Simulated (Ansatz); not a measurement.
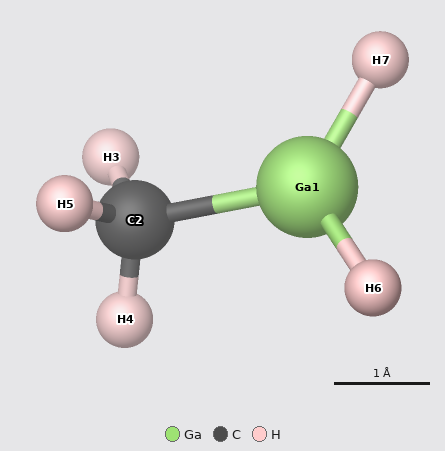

Figure 1. The structure as given in the input (ball-and-stick view, seen at a tilt; atoms are numbered from 1 in the order of the input). Sticks mark near contacts. Bond lengths as drawn: C–Ga 1.98 Å, C–H 1.10 Å and Ga–H 1.58 Å.

**Molecular dynamics, with input and output: CH₅Ga**

The run: molecular dynamics of CH₅Ga. Method and program: RKS B3LYP/def2-SVP (Ansatz 0.2.0).

One setting was made poor on purpose. It belongs to a series of runs on one base structure; here: dynamics from the start. Figures and captions count atoms from 1; the log counts them from 0 in places.

Input file
```yaml
crystal:
  periodic: [false, false, false]
  atoms:
    - { symbol: Ga, position_ang: [-0.007378, -0.006195, -0.005241] }
    - { symbol: C, position_ang: [-0.009885, -0.017383, 1.976432] }
    - { symbol: H, position_ang: [-0.98602, -0.300817, 2.39678] }
    - { symbol: H, position_ang: [0.765445, -0.692687, 2.372103] }
    - { symbol: H, position_ang: [0.234091, 0.997314, 2.338339] }
    - { symbol: H, position_ang: [1.36187, 0.009535, -0.793341] }
    - { symbol: H, position_ang: [-1.358123, 0.010232, -0.823571] }
basis:
  gaussian: { orbitals: def2-SVP }
hamiltonian:
  xc: b3lyp
md:
  timestep: 4.0
  n_steps: 40
  ensemble: nvt_nose_hoover
  temperature: 50.0
  initial_velocities: maxwell_boltzmann
  seed: 748990
  nose_hoover: { tau: 20.0, chain_length: 1 }
```

Run as:
```bash
ansatz run input.yaml --threads 1 --pin off --max-ram 2048MiB --backend cpu --events-out ev --progress --plain --runs-dir out
```

The program's output
```
Engine: ansatz 0.2.0, aarch64-unknown-linux-gnu
Functional definition: B3LYP
  parameter a0 = 0.2
  parameter ax = 0.72
  parameter ac = 0.81
  exchange = (1 - a0 - ax)*slater_x + ax*b88_x + a0*exact_x
  correlation = (1 - ac)*vwn_rpa_c + ac*lyp_c
777 factors; integrals over basis functions are off by at most 3.6e-4 eV
mean field evaluation 1: about -53484.0127 eV, gradient 5.2e1 eV
mean field evaluation 2: about -53478.7667 eV, gradient 6.6e1 eV
mean field evaluation 4: about -53490.0210 eV, gradient 6.5e-1 eV
mean field evaluation 8: about -53490.0243 eV, gradient 1.3e-2 eV
mean field -53490.02432459 eV, -1965.7221370878 hartree, gradient 4.3e-5 eV, S^2 0.000000; 0 other end points of the search recorded, 0 dependent functions left out
the calculation of the forces begins
reference -53490.02455001 eV, -1965.7221453720 hartree; 21, 21 occupied and 50, 50 virtual orbitals, 777 factors
md step     0: t =     0.00 fs  T =    50.0 K  F+E_penalty+E_count = -53490.02432459 eV  E_kin = 0.032315 eV  conserved = -53489.99200959 eV  (23 SCF iters)
these checks for a lower state are left out or cut short: starts, cluster_reference, orbital_swaps, neighbouring_geometries, increment
777 factors; integrals over basis functions are off by at most 3.3e-4 eV
mean field evaluation 16: about -53489.9603 eV, gradient 5.5e-2 eV
mean field -53489.96027141 eV, -1965.7197831769 hartree, gradient 5.1e-5 eV, S^2 0.000000; 0 other end points of the search recorded, 0 dependent functions left out
[... from here on the field's lines of each further geometry are left out, up to the last ...]
md step     1: t =     4.00 fs  T =    57.3 K  F+E_penalty+E_count = -53489.96027141 eV  E_kin = 0.037060 eV  conserved = -53489.92315660 eV  (25 SCF iters)
md step     2: t =     8.00 fs  T =    94.1 K  F+E_penalty+E_count = -53489.54028492 eV  E_kin = 0.060844 eV  conserved = -53489.47830953 eV  (27 SCF iters)
md step     3: t =    12.00 fs  T =  1346.9 K  F+E_penalty+E_count = -53488.37048422 eV  E_kin = 0.870511 eV  conserved = -53487.06000517 eV  (27 SCF iters)
md step     4: t =    16.00 fs  T =   983.2 K  F+E_penalty+E_count = -53483.63958698 eV  E_kin = 0.635440 eV  conserved = -53478.39595730 eV  (34 SCF iters)
md step     5: t =    20.00 fs  T =   248.1 K  F+E_penalty+E_count = -53483.20944044 eV  E_kin = 0.160319 eV  conserved = -53475.03348420 eV  (31 SCF iters)
md step     6: t =    24.00 fs  T =   136.0 K  F+E_penalty+E_count = -53485.39219359 eV  E_kin = 0.087927 eV  conserved = -53474.39677234 eV  (28 SCF iters)
md step     7: t =    28.00 fs  T =    89.1 K  F+E_penalty+E_count = -53488.01280455 eV  E_kin = 0.057608 eV  conserved = -53474.07875993 eV  (28 SCF iters)
md step     8: t =    32.00 fs  T =    13.0 K  F+E_penalty+E_count = -53489.45600776 eV  E_kin = 0.008384 eV  conserved = -53475.03275410 eV  (29 SCF iters)
md step     9: t =    36.00 fs  T =     1.4 K  F+E_penalty+E_count = -53488.13540124 eV  E_kin = 0.000919 eV  conserved = -53473.65942042 eV  (29 SCF iters)
md step    10: t =    40.00 fs  T =    11.7 K  F+E_penalty+E_count = -53489.89144907 eV  E_kin = 0.007552 eV  conserved = -53474.97519380 eV  (28 SCF iters)
md step    11: t =    44.00 fs  T =     0.3 K  F+E_penalty+E_count = -53489.59115608 eV  E_kin = 0.000194 eV  conserved = -53474.66395749 eV  (28 SCF iters)
md step    12: t =    48.00 fs  T =     1.5 K  F+E_penalty+E_count = -53489.72053135 eV  E_kin = 0.000995 eV  conserved = -53474.73844630 eV  (29 SCF iters)
md step    13: t =    52.00 fs  T =     2.0 K  F+E_penalty+E_count = -53488.97299928 eV  E_kin = 0.001322 eV  conserved = -53473.92015545 eV  (28 SCF iters)
md step    14: t =    56.00 fs  T =     4.2 K  F+E_penalty+E_count = -53489.52086712 eV  E_kin = 0.002712 eV  conserved = -53474.32581493 eV  (28 SCF iters)
md step    15: t =    60.00 fs  T =     4.5 K  F+E_penalty+E_count = -53489.42826444 eV  E_kin = 0.002888 eV  conserved = -53474.08432667 eV  (28 SCF iters)
md step    16: t =    64.00 fs  T =     6.1 K  F+E_penalty+E_count = -53488.17562547 eV  E_kin = 0.003954 eV  conserved = -53472.62996515 eV  (24 SCF iters)
md step    17: t =    68.00 fs  T =     4.0 K  F+E_penalty+E_count = -53488.64688307 eV  E_kin = 0.002600 eV  conserved = -53472.97078362 eV  (29 SCF iters)
md step    18: t =    72.00 fs  T =    10.9 K  F+E_penalty+E_count = -53489.15766744 eV  E_kin = 0.007054 eV  conserved = -53473.12491930 eV  (28 SCF iters)
md step    19: t =    76.00 fs  T =     2.3 K  F+E_penalty+E_count = -53489.65330619 eV  E_kin = 0.001489 eV  conserved = -53473.54669608 eV  (29 SCF iters)
md step    20: t =    80.00 fs  T =     0.7 K  F+E_penalty+E_count = -53488.76088838 eV  E_kin = 0.000439 eV  conserved = -53472.63323104 eV  (28 SCF iters)
md step    21: t =    84.00 fs  T =     2.3 K  F+E_penalty+E_count = -53489.56137386 eV  E_kin = 0.001464 eV  conserved = -53473.36554977 eV  (29 SCF iters)
md step    22: t =    88.00 fs  T =     5.9 K  F+E_penalty+E_count = -53488.56324560 eV  E_kin = 0.003813 eV  conserved = -53472.19279308 eV  (29 SCF iters)
md step    23: t =    92.00 fs  T =     5.9 K  F+E_penalty+E_count = -53488.68435150 eV  E_kin = 0.003839 eV  conserved = -53472.14018119 eV  (29 SCF iters)
md step    24: t =    96.00 fs  T =     7.0 K  F+E_penalty+E_count = -53488.76424034 eV  E_kin = 0.004540 eV  conserved = -53472.01628621 eV  (29 SCF iters)
md step    25: t =   100.00 fs  T =    13.2 K  F+E_penalty+E_count = -53489.61026823 eV  E_kin = 0.008560 eV  conserved = -53472.47193355 eV  (28 SCF iters)
md step    26: t =   104.00 fs  T =     5.6 K  F+E_penalty+E_count = -53488.67423223 eV  E_kin = 0.003629 eV  conserved = -53471.37119245 eV  (29 SCF iters)
md step    27: t =   108.00 fs  T =    10.0 K  F+E_penalty+E_count = -53489.09960951 eV  E_kin = 0.006444 eV  conserved = -53471.50315737 eV  (29 SCF iters)
md step    28: t =   112.00 fs  T =     3.5 K  F+E_penalty+E_count = -53489.75907757 eV  E_kin = 0.002281 eV  conserved = -53472.06045581 eV  (28 SCF iters)
md step    29: t =   116.00 fs  T =     4.6 K  F+E_penalty+E_count = -53489.50396558 eV  E_kin = 0.003002 eV  conserved = -53471.67339514 eV  (28 SCF iters)
md step    30: t =   120.00 fs  T =     7.0 K  F+E_penalty+E_count = -53488.62834538 eV  E_kin = 0.004544 eV  conserved = -53470.60010417 eV  (29 SCF iters)
md step    31: t =   124.00 fs  T =    10.9 K  F+E_penalty+E_count = -53488.39923234 eV  E_kin = 0.007055 eV  conserved = -53470.06223213 eV  (29 SCF iters)
md step    32: t =   128.00 fs  T =    16.8 K  F+E_penalty+E_count = -53488.50141901 eV  E_kin = 0.010847 eV  conserved = -53469.67402345 eV  (29 SCF iters)
md step    33: t =   132.00 fs  T =    21.7 K  F+E_penalty+E_count = -53489.78762935 eV  E_kin = 0.014057 eV  conserved = -53470.28434622 eV  (23 SCF iters)
md step    34: t =   136.00 fs  T =     1.5 K  F+E_penalty+E_count = -53489.18523210 eV  E_kin = 0.000952 eV  conserved = -53469.63676979 eV  (28 SCF iters)
md step    35: t =   140.00 fs  T =     2.3 K  F+E_penalty+E_count = -53489.70142801 eV  E_kin = 0.001458 eV  conserved = -53470.08542678 eV  (28 SCF iters)
md step    36: t =   144.00 fs  T =     5.7 K  F+E_penalty+E_count = -53489.43897456 eV  E_kin = 0.003699 eV  conserved = -53469.65442858 eV  (28 SCF iters)
md step    37: t =   148.00 fs  T =     5.5 K  F+E_penalty+E_count = -53488.52945824 eV  E_kin = 0.003567 eV  conserved = -53468.58464577 eV  (28 SCF iters)
md step    38: t =   152.00 fs  T =    14.1 K  F+E_penalty+E_count = -53488.96309686 eV  E_kin = 0.009114 eV  conserved = -53468.60163903 eV  (29 SCF iters)
md step    39: t =   156.00 fs  T =    11.2 K  F+E_penalty+E_count = -53490.01684432 eV  E_kin = 0.007236 eV  conserved = -53469.31877577 eV  (29 SCF iters)
the calculation of the forces begins
reference -53490.01709442 eV, -1965.7218713842 hartree; 21, 21 occupied and 50, 50 virtual orbitals, 777 factors
777 factors; integrals over basis functions are off by at most 3.6e-4 eV
mean field -53490.01686948 eV, -1965.7218631176 hartree, gradient 5.5e-5 eV, S^2 0.000000; 1 other end points of the search recorded, 0 dependent functions left out
the calculation of the forces begins
reference -53490.01709442 eV, -1965.7218713842 hartree; 21, 21 occupied and 50, 50 virtual orbitals, 777 factors
md step    40: t =   160.00 fs  T =     0.1 K  F+E_penalty+E_count = -53490.01686948 eV  E_kin = 0.000085 eV  conserved = -53469.31507913 eV  (24 SCF iters)
```

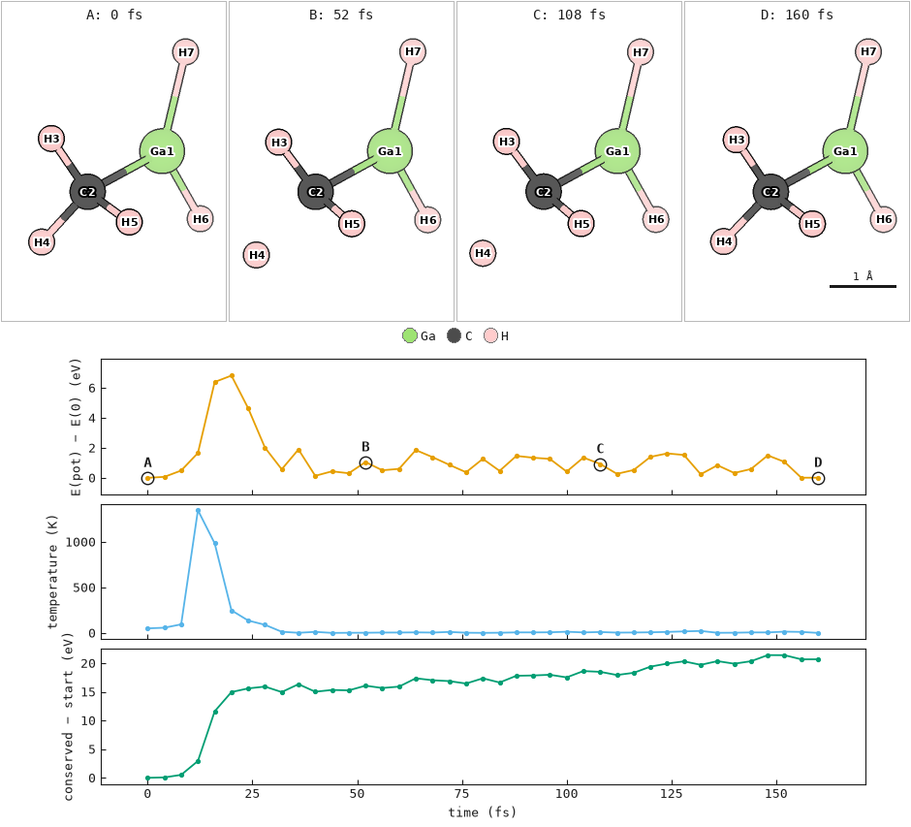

Figure 2. Frames of the molecular dynamics (ball-and-stick, seen at a tilt) above the curves, on which the letters mark them. The trajectory kept here has 41 frames over 160 fs. The temperature starts at 50 K, ranges from 0 to 1347 K and averages 7 K over the second half. The potential energy ends 0.007 eV above its first value. The conserved quantity stays within 21 eV. After an unweighted best fit of the last frame on the first, the root-mean-square displacement is 0.02 Å.

```
Total energy: -53490.01709442 eV, -1965.7218713842 hartree
Atom 0 at    -0.007845    -0.006034    -0.006004 Å, force     0.022069    -0.020519     0.068191 eV/Å
Atom 1 at    -0.009826    -0.019564     1.977342 Å, force     0.601124     0.379721     0.038120 eV/Å
Atom 2 at    -0.971752    -0.278793     2.406609 Å, force    -0.493621    -0.181638     0.161987 eV/Å
Atom 3 at     0.762835    -0.699461     2.384195 Å, force    -0.094285     0.078052    -0.095468 eV/Å
Atom 4 at     0.244904     1.000576     2.349101 Å, force    -0.026638    -0.267126    -0.156919 eV/Å
Atom 5 at     1.368398     0.034187    -0.780219 Å, force    -0.008854     0.004867    -0.011777 eV/Å
Atom 6 at    -1.355552    -0.018065    -0.827426 Å, force     0.000205     0.006643    -0.004134 eV/Å
Dipole moment:    -0.003358     0.003059     0.150391 e Å
```

Trajectory as extended XYZ (Å, eV, eV/Å), 14 of the 41 frames kept, from step=0 to step=40
```
7
Properties=species:S:1:pos:R:3:forces:R:3 step=0 time_fs=0.0 energy=-53490.02432 temperature=50.0
Ga   -0.0074   -0.0062   -0.0052   -0.0022  -0.0051   0.0018
C    -0.0099   -0.0174    1.9764    0.0022   0.0016  -0.0077
H    -0.9860   -0.3008    2.3968   -0.0066  -0.0020   0.0019
H     0.7654   -0.6927    2.3721    0.0045  -0.0039   0.0003
H     0.2341    0.9973    2.3383    0.0012   0.0061   0.0014
H     1.3619    0.0095   -0.7933   -0.0026   0.0015   0.0021
H    -1.3581    0.0102   -0.8236    0.0034   0.0018   0.0002
7
Properties=species:S:1:pos:R:3:forces:R:3 step=3 time_fs=12.0 energy=-53488.37048 temperature=1346.9
Ga   -0.0092   -0.0058   -0.0092    0.4889  -0.0878   0.4561
C     0.0193   -0.0146    1.9969  -11.9688   1.4163  -4.9295
H    -1.1364   -0.3441    2.4728    3.2810   1.0186  -1.3434
H     0.6300   -0.5947    2.3350    7.7105  -7.5132   4.1865
H     0.2303    0.8951    2.3086    0.9389   5.1374   1.7841
H     1.3935    0.0163   -0.7632   -0.1397   0.0059   0.0244
H    -1.3224   -0.0106   -0.8346   -0.3108   0.0228  -0.1783
7
Properties=species:S:1:pos:R:3:forces:R:3 step=6 time_fs=24.0 energy=-53485.39219 temperature=136.0
Ga   -0.0082   -0.0064   -0.0097    0.0057  -0.1904  -0.1051
C    -0.0023    0.0384    1.9496   -2.2072  -8.5352   1.3792
H    -1.3834   -0.4659    2.7324    3.6876   1.4035  -2.1891
H     1.1155   -1.0837    2.6120   -2.7337   2.8908  -1.7070
H     0.2172    0.9106    2.3595    1.2804   4.4626   2.6136
H     1.3808    0.0238   -0.7507    0.0194   0.0041   0.0014
H    -1.3459   -0.0140   -0.8316   -0.0522  -0.0355   0.0070
7
Properties=species:S:1:pos:R:3:forces:R:3 step=9 time_fs=36.0 energy=-53488.13540 temperature=1.4
Ga   -0.0081   -0.0064   -0.0093   -0.0560  -0.0209   0.0861
C     0.0004    0.0068    1.9700   -0.9732  -3.7590   3.1011
H    -1.2740   -0.3893    2.5881    4.0132   1.2120  -1.9137
H     0.9387   -0.8568    2.4512   -2.9613   2.6264  -1.4146
H     0.2542    0.9892    2.3989   -0.0385  -0.0349   0.1293
H     1.3830    0.0236   -0.7556   -0.0145  -0.0050  -0.0085
H    -1.3535   -0.0183   -0.8335    0.0304  -0.0186   0.0203
7
Properties=species:S:1:pos:R:3:forces:R:3 step=12 time_fs=48.0 energy=-53489.72053 temperature=1.5
Ga   -0.0081   -0.0063   -0.0085   -0.0207   0.0546   0.2787
C    -0.0038   -0.0209    1.9888   -3.7057   4.0793  -0.9951
H    -0.9903   -0.3114    2.4365    0.5221   0.2534  -0.3286
H     0.6918   -0.6398    2.3287    3.5968  -3.1836   1.7027
H     0.2689    1.0228    2.4025   -0.4076  -1.2099  -0.6130
H     1.3786    0.0232   -0.7615    0.0008   0.0000  -0.0416
H    -1.3524   -0.0214   -0.8351    0.0143   0.0062  -0.0031
7
Properties=species:S:1:pos:R:3:forces:R:3 step=15 time_fs=60.0 energy=-53489.42826 temperature=4.5
Ga   -0.0081   -0.0062   -0.0078    0.0458  -0.0055   0.2512
C    -0.0210   -0.0032    1.9880    4.2927  -4.7208  -2.5729
H    -0.8962   -0.2784    2.3909   -3.8253  -1.2670   1.6509
H     0.8318   -0.7591    2.3994   -1.8030   1.5357  -0.9403
H     0.2354    0.8904    2.3408    1.3213   4.4657   1.6508
H     1.3764    0.0242   -0.7671   -0.0186   0.0081  -0.0194
H    -1.3510   -0.0223   -0.8345   -0.0130  -0.0161  -0.0203
7
Properties=species:S:1:pos:R:3:forces:R:3 step=18 time_fs=72.0 energy=-53489.15767 temperature=10.9
Ga   -0.0079   -0.0062   -0.0073   -0.1036   0.0214   0.0372
C     0.0025   -0.0157    1.9696   -2.8548   1.2970   2.5531
H    -1.1761   -0.3849    2.5280    3.6295   1.2932  -1.7139
H     0.7565   -0.6961    2.3760    0.1608  -0.2222   0.1006
H     0.3061    1.0807    2.4135   -0.8920  -2.4010  -0.9778
H     1.3724    0.0264   -0.7685    0.0320   0.0034  -0.0232
H    -1.3530   -0.0233   -0.8339    0.0282   0.0082   0.0240
7
Properties=species:S:1:pos:R:3:forces:R:3 step=22 time_fs=88.0 energy=-53488.56325 temperature=5.9
Ga   -0.0080   -0.0061   -0.0068   -0.1041   0.0269   0.0114
C     0.0127   -0.0251    1.9704   -6.3951   4.9523   0.7783
H    -1.2264   -0.3799    2.5293    3.9227   1.2108  -1.7133
H     0.6953   -0.6422    2.3366    3.4501  -3.2004   2.0249
H     0.3006    1.1259    2.4096   -0.9218  -3.0122  -1.1235
H     1.3722    0.0283   -0.7728    0.0148   0.0002  -0.0105
H    -1.3530   -0.0226   -0.8338    0.0335   0.0226   0.0328
7
Properties=species:S:1:pos:R:3:forces:R:3 step=25 time_fs=100.0 energy=-53489.61027 temperature=13.2
Ga   -0.0079   -0.0061   -0.0067    0.0560  -0.0304   0.1626
C    -0.0230   -0.0126    1.9802    6.2167  -0.6125  -1.6036
H    -0.8815   -0.2713    2.3808   -4.9337  -1.4668   2.1895
H     0.8145   -0.7387    2.4140   -1.5139   1.2596  -0.9217
H     0.2598    0.9596    2.3541    0.2064   0.8408   0.2102
H     1.3713    0.0298   -0.7734   -0.0069   0.0136  -0.0142
H    -1.3524   -0.0212   -0.8295   -0.0246  -0.0043  -0.0228
7
Properties=species:S:1:pos:R:3:forces:R:3 step=28 time_fs=112.0 energy=-53489.75908 temperature=3.5
Ga   -0.0078   -0.0062   -0.0065   -0.0254   0.0318   0.0747
C    -0.0062   -0.0237    1.9748   -2.0022   3.1662   0.7371
H    -1.0125   -0.3172    2.4387    1.0968   0.4948  -0.5820
H     0.7156   -0.6730    2.3616    1.6237  -1.3457   0.7601
H     0.2880    1.0796    2.4012   -0.7214  -2.3610  -0.9762
H     1.3692    0.0318   -0.7750    0.0167   0.0041  -0.0237
H    -1.3545   -0.0215   -0.8304    0.0117   0.0099   0.0100
7
Properties=species:S:1:pos:R:3:forces:R:3 step=31 time_fs=124.0 energy=-53488.39923 temperature=10.9
Ga   -0.0078   -0.0061   -0.0063    0.1510  -0.0954   0.0430
C    -0.0380    0.0026    1.9721    7.6210  -2.7321  -1.8669
H    -0.8822   -0.2646    2.3720   -5.3623  -1.9157   2.6152
H     1.0028   -0.9061    2.5107   -3.1567   2.6957  -1.6658
H     0.2477    0.9365    2.3365    0.8140   2.0488   0.8680
H     1.3695    0.0325   -0.7777   -0.0317   0.0196   0.0148
H    -1.3530   -0.0202   -0.8281   -0.0353  -0.0209  -0.0083
7
Properties=species:S:1:pos:R:3:forces:R:3 step=34 time_fs=136.0 energy=-53489.18523 temperature=1.5
Ga   -0.0078   -0.0062   -0.0062    0.0481   0.0953   0.0308
C    -0.0184   -0.0356    1.9720    2.8889   3.8998   0.4267
H    -0.9368   -0.2869    2.3965   -2.0249  -0.3357   0.9471
H     0.7548   -0.7082    2.3735    0.1363   0.1344   0.0454
H     0.3174    1.2253    2.4485   -1.0252  -3.8074  -1.4775
H     1.3698    0.0341   -0.7786   -0.0227   0.0029   0.0156
H    -1.3550   -0.0216   -0.8287   -0.0004   0.0108   0.0119
7
Properties=species:S:1:pos:R:3:forces:R:3 step=37 time_fs=148.0 energy=-53488.52946 temperature=5.5
Ga   -0.0078   -0.0061   -0.0060   -0.1489  -0.0513  -0.0419
C     0.0180   -0.0035    1.9691   -4.8558  -5.8467  -0.3153
H    -1.2888   -0.3610    2.5519    4.0651   1.0614  -1.7816
H     0.7646   -0.6983    2.3736   -0.0924  -0.2266   0.1063
H     0.2250    0.8954    2.3137    0.9680   5.0690   2.0346
H     1.3677    0.0347   -0.7788    0.0294  -0.0077  -0.0187
H    -1.3553   -0.0200   -0.8287    0.0347   0.0017   0.0166
7
Properties=species:S:1:pos:R:3:forces:R:3 step=40 time_fs=160.0 energy=-53490.01687 temperature=0.1
Ga   -0.0078   -0.0060   -0.0060    0.0221  -0.0205   0.0682
C    -0.0098   -0.0196    1.9773    0.6011   0.3797   0.0381
H    -0.9718   -0.2788    2.4066   -0.4936  -0.1816   0.1620
H     0.7628   -0.6995    2.3842   -0.0943   0.0781  -0.0955
H     0.2449    1.0006    2.3491   -0.0266  -0.2671  -0.1569
H     1.3684    0.0342   -0.7802   -0.0089   0.0049  -0.0118
H    -1.3556   -0.0181   -0.8274    0.0002   0.0066  -0.0041
```

Key numbers

```json
{"quantity": "outcome", "value": "finished"}
{"quantity": "mean temperature over the second half", "value": "7 K"}
{"quantity": "trajectory", "value": "40 steps, 160 fs"}
{"quantity": "ensemble", "value": "nvt_nose_hoover"}
{"quantity": "temperature in the input", "value": "50.0 K"}
{"quantity": "time step", "value": "4.0 fs"}
{"quantity": "potential energy (last step)", "value": "−53490.0171 eV"}
{"quantity": "mean-field energy (last step)", "value": "−53490.0171 eV"}
{"quantity": "largest force (length of the vector) (last step)", "value": "0.712 eV/Å"}
{"quantity": "hardware", "value": "1 thread of Arm Neoverse V1, 24 GiB of memory available, shared host"}
{"quantity": "wall time", "value": "100 s"}
{"quantity": "peak memory", "value": "0.13 GiB"}
```

Notes

A deliberately poor setting: time step. So short a trajectory is not equilibrated. The temperature stays far from the 50 K of the thermostat over the second half: the run isn't equilibrated.
